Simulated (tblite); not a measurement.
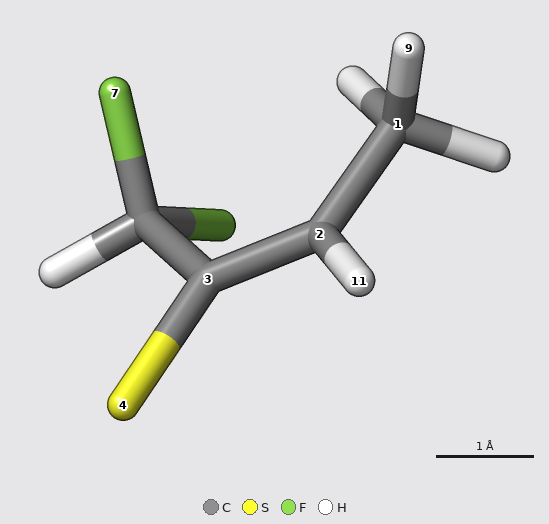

Figure 1. The input geometry (stick view, seen at a tilt; atoms are numbered from 1 in the order of the input). Bond lengths as drawn: C–C 1.35 to 1.50 Å, C–F 1.38 Å, C–H 1.08 to 1.10 Å and C–S 1.71 Å.

**C₄H₅F₂S (charge −1): molecular dynamics**

System: C₄H₅F₂S, charge −1.
Method: GFN2-xTB Langevin dynamics, gas phase (tblite 0.8.0).

## What the program printed
```
t/fs     T/K      E/eV
    0.0   261.5   -654.19298
   25.0   167.4   -653.91640
   50.0   224.3   -653.93843
   75.0   202.0   -654.02235
  100.0   182.3   -653.97921
  125.0   221.5   -653.91020
  150.0   221.5   -653.92034
  175.0   267.6   -653.79044
  200.0   238.5   -653.90047
  225.0   186.8   -653.80486
  250.0   238.2   -653.81905
  275.0   264.7   -653.83055
  300.0   338.8   -653.76513
  325.0   293.6   -653.81810
  350.0   293.9   -653.88464
  375.0   263.8   -653.92420
  400.0   315.0   -653.87503
  425.0   248.4   -653.93171
  450.0   266.8   -653.84749
  475.0   307.0   -653.89045
  500.0   275.0   -653.82566
  525.0   259.3   -653.88564
  550.0   211.9   -653.88870
  575.0   228.6   -653.88936
  600.0   276.8   -653.81664
  625.0   294.7   -653.90890
  650.0   235.9   -653.90249
  675.0   292.3   -653.83975
  700.0   301.7   -653.78174
  725.0   319.4   -653.87289
  750.0   175.6   -653.72050
  775.0   269.7   -653.95414
  800.0   221.4   -653.84736
  825.0   242.5   -654.01030
  850.0   227.5   -653.96515
  875.0   226.1   -653.94066
  900.0   205.0   -653.91508
  925.0   249.9   -653.87720
  950.0   293.4   -653.84373
  975.0   255.7   -653.84824
 1000.0   285.1   -653.81466
```

## Trajectory as extended XYZ (Å, eV, eV/Å), 17 of the 41 frames kept, from step=0 to step=40
```
12
Properties=species:S:1:pos:R:3:forces:R:3 step=0 time_fs=0.0 energy=-654.19298 temperature=261.5
C    -1.5940   -0.1525    0.1658    0.0007   0.0022  -0.0001
C    -0.5759    0.8358   -0.3096    0.0051   0.0015  -0.0011
C     0.7590    0.6655   -0.3269    0.0038  -0.0038   0.0011
S     1.8858    1.8309   -0.8821    0.0022  -0.0050   0.0020
C     1.4158   -0.5941    0.1498    0.0036  -0.0013  -0.0003
F     1.0189   -1.7249   -0.5302    0.0009   0.0044  -0.0021
F     1.1495   -0.9015    1.4665    0.0019   0.0056  -0.0031
H    -1.1314   -1.0714    0.5134   -0.0045  -0.0032   0.0009
H    -2.1813    0.2665    0.9889   -0.0039   0.0016   0.0038
H    -2.2910   -0.4046   -0.6396   -0.0022  -0.0006  -0.0032
H    -0.9621    1.7788   -0.6734   -0.0083  -0.0013   0.0009
H     2.5079   -0.5291    0.0514    0.0005  -0.0001   0.0011
12
Properties=species:S:1:pos:R:3:forces:R:3 step=2 time_fs=50.0 energy=-653.93843 temperature=224.3
C    -1.6327   -0.0288    0.3545   -0.1095  -0.8074  -1.7324
C    -0.6325    0.8719   -0.2441    1.5933  -0.1663  -0.4267
C     0.7100    0.6482   -0.3488   -1.0632   1.3346   0.4893
S     1.7741    1.9282   -0.8358   -0.0369  -0.5968  -0.1028
C     1.3655   -0.5624    0.1727    0.2259  -0.3326   0.3545
F     1.1380   -1.6545   -0.6459   -0.2041  -0.0838   0.5740
F     1.0338   -0.9394    1.4887   -0.1812  -0.0835  -0.8806
H    -1.2349   -0.9911    0.6235    0.2213  -0.3082   0.1097
H    -2.1108    0.3926    1.1773   -0.6883   0.8249   1.5966
H    -2.4081   -0.1789   -0.4044   -0.2201  -0.2819  -0.0089
H    -0.9944    1.7394   -0.7610   -0.1882   0.3696   0.1454
H     2.4384   -0.4425    0.2138    0.6508   0.1313  -0.1180
12
Properties=species:S:1:pos:R:3:forces:R:3 step=5 time_fs=125.0 energy=-653.91020 temperature=221.5
C    -1.8684   -0.0014    0.1706   -0.5343  -1.9742   0.9475
C    -0.8438    1.0018   -0.1010   -0.8569   1.2993   0.0448
C     0.4650    0.8453   -0.0833    1.6662   0.8253  -0.9909
S     1.5341    2.0730   -0.7868   -0.4425  -0.7485   0.7769
C     1.1808   -0.3980    0.2656    0.6118   0.1058   0.9158
F     1.0895   -1.3867   -0.6571   -0.2006  -0.3550   0.1084
F     0.7826   -0.9780    1.5100    0.1504   0.2445  -1.0549
H    -1.4578   -1.0628    0.1957   -0.2898   1.2423  -0.0630
H    -2.3591    0.1471    1.1624    0.1573   0.0111  -0.4973
H    -2.6475    0.0054   -0.5928   -0.0714   0.0978  -0.0102
H    -1.1822    2.0337   -0.2648   -0.0935  -0.4952  -0.2015
H     2.2515   -0.1512    0.3888   -0.0967  -0.2533   0.0244
12
Properties=species:S:1:pos:R:3:forces:R:3 step=8 time_fs=200.0 energy=-653.90047 temperature=238.5
C    -1.9245   -0.2591    0.2792   -0.4843  -1.1502  -0.1475
C    -1.0137    0.8468   -0.1939   -1.5786  -0.1485  -0.7703
C     0.3000    0.9120   -0.0784    1.4937  -1.0641   0.4039
S     1.3223    2.1832   -0.5563    0.0843   0.2520  -0.0543
C     1.0769   -0.3015    0.4111   -0.1223   0.7243  -0.5366
F     1.1797   -1.2261   -0.6155   -0.0371  -0.0515   0.5018
F     0.5542   -0.9517    1.4758   -0.3612  -0.5197   0.3202
H    -1.4767   -1.2908    0.3059    0.0495   1.0048  -0.2819
H    -2.2072   -0.0825    1.3193   -0.1587   0.1755   0.0836
H    -2.8860   -0.4155   -0.2975    1.0023   0.6615   0.3032
H    -1.4197    1.6732   -0.7661   -0.5587  -0.0205   0.3331
H     2.0755   -0.0269    0.7241    0.6712   0.1364  -0.1550
12
Properties=species:S:1:pos:R:3:forces:R:3 step=10 time_fs=250.0 energy=-653.81905 temperature=238.2
C    -1.9158   -0.3180    0.2289   -2.0140   0.0991   0.0186
C    -1.0972    0.7780   -0.2266    2.1731   1.6756  -0.4277
C     0.2517    0.8511   -0.0301   -1.2515   0.6357  -0.6084
S     1.2098    2.2065   -0.4679   -0.0018  -0.0396   0.0203
C     1.0472   -0.2670    0.4473    1.3630  -1.1311  -0.0727
F     1.2472   -1.2579   -0.5513   -0.1446   0.5603   0.4300
F     0.5795   -1.0439    1.4866    0.0624   0.4139   0.0093
H    -1.5377   -1.2818    0.1300    1.2445  -1.5907  -0.4334
H    -2.2684   -0.2909    1.2468    0.0650   0.5484   0.8852
H    -2.8146   -0.2946   -0.3544   -0.8989  -0.1163  -0.5365
H    -1.5012    1.6435   -0.7771   -0.2056  -0.5882   0.5886
H     2.0693    0.1124    0.6920   -0.3915  -0.4672   0.1267
12
Properties=species:S:1:pos:R:3:forces:R:3 step=12 time_fs=300.0 energy=-653.76513 temperature=338.8
C    -2.1179   -0.3040    0.1315   -0.6689  -2.3573   1.1544
C    -1.1382    0.7919   -0.0775    0.4821  -0.3630  -0.3722
C     0.2279    0.7559   -0.0808   -0.7716  -0.1082   0.2488
S     1.1309    2.1799   -0.3421    0.2574   0.0595  -0.1450
C     1.0779   -0.4095    0.3855    0.1289   0.9464  -0.1641
F     1.2191   -1.4723   -0.4634   -0.5019  -0.2938  -0.1160
F     0.6108   -0.8904    1.5601   -0.3186  -0.7468   0.4807
H    -1.6183   -1.3337    0.3134   -0.4814   1.3831  -1.0838
H    -2.6973   -0.2895    1.0894    0.4113   0.8847  -0.0841
H    -2.9845   -0.3869   -0.5974    1.3929   0.0695   0.1159
H    -1.5692    1.7307   -0.3891   -0.0491   0.1394   0.0595
H     2.1106   -0.1042    0.5953    0.1189   0.3867  -0.0942
12
Properties=species:S:1:pos:R:3:forces:R:3 step=15 time_fs=375.0 energy=-653.92420 temperature=263.8
C    -2.1038   -0.5026    0.1448   -0.9669  -1.1459   0.1507
C    -1.1981    0.6440    0.0672    0.5756   1.5818  -0.8550
C     0.1558    0.7207    0.0923   -1.5469   0.1890   0.0314
S     1.0072    2.1455   -0.2973    0.3393  -0.0599   0.1539
C     0.9075   -0.4928    0.3665    0.8906  -0.9455   0.7929
F     0.7829   -1.4194   -0.6216   -0.2609  -0.5064  -0.2446
F     0.5798   -1.2124    1.5467   -0.0055   0.5167  -0.7144
H    -1.6164   -1.4932    0.3741   -0.4829   1.1235  -0.1073
H    -2.9117   -0.2812    0.8955    0.5961  -0.4420  -0.4118
H    -2.6271   -0.5958   -0.8398    0.2639  -0.1613   0.5560
H    -1.6664    1.5716   -0.3067   -0.0165  -0.3999   0.4482
H     1.9736   -0.3158    0.4379    0.6140   0.2498   0.2000
12
Properties=species:S:1:pos:R:3:forces:R:3 step=18 time_fs=450.0 energy=-653.84749 temperature=266.8
C    -2.0172   -0.7846    0.6075    0.3607  -0.6638  -1.7146
C    -1.3012    0.4529    0.1699   -3.1514   1.0168   0.4167
C    -0.0106    0.6412    0.0952    2.5622   0.2405   0.3850
S     0.9595    2.0655   -0.0538   -0.5612  -0.1155  -0.1839
C     0.8801   -0.5639    0.1730    1.3191  -0.2160   0.3771
F     0.5470   -1.4835   -0.7581   -0.2581  -0.7458  -0.4095
F     0.9350   -1.3057    1.3811   -0.3310   0.6105  -0.7076
H    -1.4276   -1.6822    0.3492   -0.3616   0.2802   0.5047
H    -2.2670   -0.7465    1.6451   -0.0935  -0.1178   0.6536
H    -2.9303   -0.8239    0.0013   -0.1192  -0.2510   0.2996
H    -2.0664    1.2661    0.0611    1.1923  -0.2263   0.0229
H     1.9515   -0.3265   -0.0579   -0.5583   0.1881   0.3560
12
Properties=species:S:1:pos:R:3:forces:R:3 step=20 time_fs=500.0 energy=-653.82566 temperature=275.0
C    -2.0579   -0.8208    0.8295    2.0595   0.8700   1.5565
C    -1.1968    0.4220    0.5632    0.4386  -1.0439  -0.3809
C     0.1090    0.4415    0.1324   -2.4510   1.0505   1.2132
S     0.8628    1.9776   -0.0044    0.4781  -0.1452  -0.3134
C     0.9606   -0.7284    0.1059    1.2787  -1.1665  -0.2096
F     0.6999   -1.7402   -0.8381   -0.3385   0.4051   0.6744
F     1.0163   -1.4139    1.3487   -0.0412   0.4232  -1.1849
H    -1.6596   -1.7209    0.4160    0.5647  -0.4530  -0.3662
H    -2.0624   -0.9706    1.9518   -0.4886   0.1280  -1.0315
H    -2.9999   -0.6709    0.4066   -1.6385   0.2470  -0.1879
H    -1.6871    1.3697    0.7590    0.0887  -0.1673  -0.1989
H     1.9821   -0.4093   -0.1711    0.0496  -0.1481   0.4291
12
Properties=species:S:1:pos:R:3:forces:R:3 step=22 time_fs=550.0 energy=-653.88870 temperature=211.9
C    -1.9006   -1.0616    0.8435   -0.1891  -0.3070  -0.7649
C    -1.2267    0.2814    0.6974   -1.1404  -1.6017   0.3073
C     0.0415    0.3600    0.3391    2.1658   0.7967  -0.8312
S     0.8720    1.8249   -0.0751   -0.1834  -0.2302   0.2582
C     0.9928   -0.8493    0.1941   -0.8479   1.5888  -0.9122
F     0.5512   -1.6929   -0.8391    0.6266   0.1036   0.8445
F     1.0422   -1.5357    1.3391    0.0590  -1.0907   0.5248
H    -1.1810   -1.8868    0.8500   -0.2673   0.1930  -0.4470
H    -2.3976   -1.1512    1.7839   -0.6337   0.1612   0.7744
H    -2.6817   -1.2171    0.0349    0.8778   0.0579   0.6988
H    -1.8905    1.0978    0.8913    0.2177   0.5417  -0.2062
H     2.0394   -0.5137   -0.0137   -0.6851  -0.2132  -0.2465
12
Properties=species:S:1:pos:R:3:forces:R:3 step=25 time_fs=625.0 energy=-653.90890 temperature=294.7
C    -2.0895   -0.9123    0.7796   -0.9518  -0.4135   0.5716
C    -1.2861    0.3190    0.6534    1.2045   0.1111  -0.8947
C    -0.0034    0.3714    0.1642   -1.6453  -0.4065   1.2751
S     0.7729    1.8607    0.0166    0.7151   0.4498  -0.2768
C     0.8501   -0.8484    0.0206   -0.2525   0.4521  -1.5761
F     0.3324   -1.8432   -0.8477    0.3729   0.6985   0.1715
F     1.0892   -1.5466    1.1219   -0.0476  -0.6005   1.4635
H    -1.4318   -1.7438    1.0448   -0.3187  -0.0092   0.2736
H    -2.8653   -0.7093    1.5680    0.6245  -0.6051  -0.4974
H    -2.6431   -1.2585   -0.1250    0.3273   0.5204   0.2406
H    -1.7327    1.2644    0.9167   -0.1828   0.0223  -0.2042
H     1.8321   -0.5113   -0.3285    0.1543  -0.2194  -0.5467
12
Properties=species:S:1:pos:R:3:forces:R:3 step=28 time_fs=700.0 energy=-653.78174 temperature=301.7
C    -2.1962   -0.9492    0.7497   -0.6609   2.2863   1.0611
C    -1.4751    0.3683    0.5528    2.0106  -0.6976   0.0190
C    -0.1433    0.4405    0.2444   -1.2008  -0.7111  -0.3560
S     0.7662    1.8638   -0.0329   -0.1837   0.0890   0.1630
C     0.6723   -0.7696   -0.1710    0.1235   0.5198  -1.0051
F     0.0856   -1.8098   -0.9347   -0.0355   0.5285   0.5985
F     1.3060   -1.4211    0.8297    0.0424  -0.1865   0.2076
H    -1.6583   -1.7081    0.3039    0.6945  -1.4960  -0.8985
H    -2.3701   -1.2260    1.8066    0.1076   0.3258  -0.2185
H    -3.1462   -0.7564    0.2875   -0.6932  -0.5870  -0.2373
H    -1.9680    1.3072    0.6187   -0.5609   0.3049   0.3657
H     1.4011   -0.3399   -0.8835    0.3564  -0.3762   0.3006
12
Properties=species:S:1:pos:R:3:forces:R:3 step=30 time_fs=750.0 energy=-653.72050 temperature=175.6
C    -2.1762   -0.7679    0.6719   -0.3511  -0.9723   1.4055
C    -1.2709    0.3579    0.4981   -1.0215   2.7110   0.4192
C    -0.0605    0.4966   -0.0084    1.7592  -1.2349  -0.2829
S     0.7377    1.9895   -0.0395    0.5541   0.3390  -0.3089
C     0.7862   -0.7454   -0.4044   -2.1313   1.4202  -0.0487
F    -0.0492   -1.6311   -1.0766    0.6334  -0.2609   0.0213
F     1.2309   -1.3831    0.6934    0.3448  -0.4827   0.0430
H    -1.6121   -1.7220    0.5608   -0.9031   0.5372  -0.4460
H    -2.4761   -0.7674    1.7639   -0.1776  -0.0405  -0.8913
H    -3.0962   -0.6309    0.0514    0.7212  -0.6138   0.3693
H    -1.6592    1.3920    0.7754   -0.0773  -1.3362  -0.1664
H     1.5760   -0.4755   -1.0863    0.6490  -0.0658  -0.1141
12
Properties=species:S:1:pos:R:3:forces:R:3 step=32 time_fs=800.0 energy=-653.84736 temperature=221.4
C    -2.1312   -0.8195    0.7398    1.2102   1.3821  -0.4903
C    -1.4384    0.5368    0.6010    0.7854  -0.5649  -0.2903
C    -0.2026    0.6396    0.0651    0.1811  -1.2949   0.1943
S     0.8245    1.9775   -0.0868   -0.1761   1.0358   0.0534
C     0.6219   -0.5590   -0.3925    0.7670   0.1459   0.3402
F     0.1246   -1.4708   -1.2561   -0.9864  -0.2110  -0.6743
F     1.0962   -1.4290    0.6035   -0.1302   0.7535   0.0318
H    -1.4108   -1.6069    0.9273    0.0086   0.0000   0.2267
H    -2.8535   -0.7373    1.5053   -0.7866  -0.2324   0.7796
H    -2.5801   -1.0089   -0.2077   -0.6999  -0.4539  -0.6724
H    -1.9313    1.4607    0.8439   -0.3057  -0.1002   0.2109
H     1.4865   -0.1004   -0.9115    0.1325  -0.4599   0.2903
12
Properties=species:S:1:pos:R:3:forces:R:3 step=35 time_fs=875.0 energy=-653.94066 temperature=226.1
C    -2.0329   -0.9246    0.8213    1.3528   0.8943  -0.6360
C    -1.3208    0.4364    0.5977   -2.4880  -0.7554   0.1196
C    -0.0835    0.5571    0.1682    1.5645  -0.7369  -0.5332
S     0.7987    2.0190   -0.0066   -0.0277  -0.3633  -0.0887
C     0.6594   -0.7387   -0.1793   -0.2022   0.9213  -0.1987
F     0.1637   -1.3709   -1.2997   -0.1776   0.0212   0.0951
F     0.6670   -1.6928    0.7810   -0.1124  -0.3654   0.4120
H    -1.4801   -1.3787    1.6271    0.0181  -0.5684   0.2217
H    -3.0417   -0.8253    1.1224   -1.0050   0.4158   0.2741
H    -2.0200   -1.5802   -0.0656    0.2210   0.3273   0.2905
H    -1.9086    1.3385    0.7028   -0.0763  -0.0916   0.2947
H     1.6902   -0.5338   -0.3937    0.9328   0.3012  -0.2510
12
Properties=species:S:1:pos:R:3:forces:R:3 step=38 time_fs=950.0 energy=-653.84373 temperature=293.4
C    -2.1220   -0.8527    1.1506   -0.3847   2.3984   1.0404
C    -1.2715    0.3621    0.8674    1.1642   0.6702   0.0158
C    -0.0117    0.4012    0.3427   -0.4027   0.6522  -0.1066
S     0.8467    1.8718   -0.0223   -0.3403  -0.3570   0.3217
C     0.7753   -0.7673   -0.1393    0.2833  -0.0521  -0.1930
F     0.1841   -1.3449   -1.2673    0.3203  -0.3185   0.8486
F     0.8731   -1.7556    0.8726    0.0665   0.4105  -1.2844
H    -2.0158   -1.0990    2.2239   -0.4429   0.0206  -0.3228
H    -3.1759   -0.5663    0.8891    0.8351  -0.7290   0.3076
H    -1.7141   -1.6231    0.5967    0.1967  -1.6869  -1.1352
H    -1.5977    1.3449    1.2285   -0.2451  -0.4949  -0.1958
H     1.8169   -0.4566   -0.4935   -1.0504  -0.5136   0.7036
12
Properties=species:S:1:pos:R:3:forces:R:3 step=40 time_fs=1000.0 energy=-653.81466 temperature=285.1
C    -2.1118   -0.9189    1.1781    2.0697   0.8295   0.3590
C    -1.2787    0.3286    0.8132   -0.4682   0.4369   0.9709
C    -0.0058    0.4075    0.3758    0.3776  -0.8843  -0.7215
S     0.8768    1.8906    0.0667   -0.5580  -1.1673   0.2536
C     0.7460   -0.8896   -0.1007    0.9324   1.6646   0.7857
F     0.1242   -1.6336   -1.0376   -0.3454  -0.1732  -0.0912
F     1.1075   -1.7860    0.9071   -0.6093   0.2614  -0.1807
H    -1.9634   -1.1523    2.2476    0.5278  -0.2570  -0.2530
H    -3.1230   -0.6250    1.1859   -1.3196  -0.0608  -0.8595
H    -1.8099   -1.7677    0.5492   -0.5714   0.3348   0.3306
H    -1.7290    1.2923    1.1726    0.3665  -0.9334  -0.4795
H     1.7339   -0.5676   -0.5048   -0.4021  -0.0513  -0.1146
```

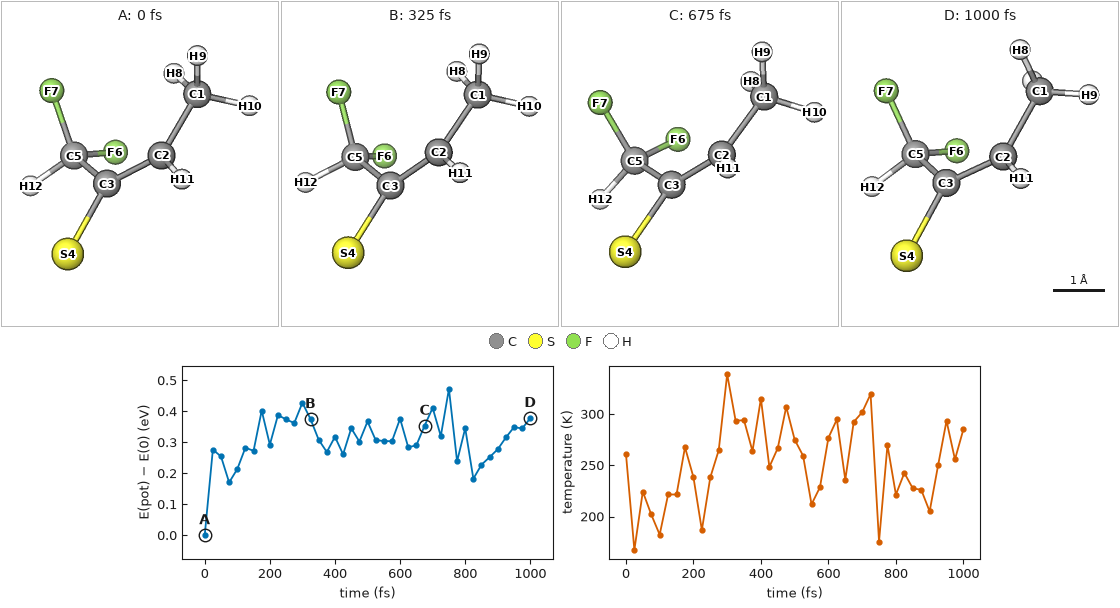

Figure 2. Frames of the molecular dynamics (ball-and-stick, seen at a tilt) above the curves, on which the letters mark them. The trajectory kept here has 41 frames over 1000 fs. The temperature starts at 262 K, ranges from 167 to 339 K and averages 255 K over the second half. The potential energy ends 0.378 eV above its first value. After an unweighted best fit of the last frame on the first, the root-mean-square displacement is 0.73 Å, and H8 has moved furthest (1.51 Å).

The run was set up as follows.

## Input
```
{"job": {"kind": "md", "xc": "GFN2-xTB", "basis": "xTB", "temperature": 300, "steps": 2000, "every": 50}, "charge": -1, "multiplicity": 1}
C     -1.593984    -0.152549     0.165813
C     -0.575862     0.835782    -0.309641
C      0.759021     0.665541    -0.326898
S      1.885847     1.830934    -0.882100
C      1.415768    -0.594127     0.149848
F      1.018858    -1.724933    -0.530248
F      1.149480    -0.901504     1.466472
H     -1.131379    -1.071402     0.513447
H     -2.181329     0.266517     0.988921
H     -2.291039    -0.404602    -0.639620
H     -0.962122     1.778773    -0.673436
H      2.507941    -0.529114     0.051415
```

The first line tells a small driver script what to run in tblite; the rest is the geometry in Å.

Command:
```bash
OMP_NUM_THREADS=1 python <driver script> task.json out
```

## Results in brief

- outcome: finished
- mean temperature over the second half: 255 K
- trajectory: 41 frames kept, 1000 fs
- hardware: 1 CPU thread, shared host
- wall time: 15 s
- peak memory: 0.18 GiB
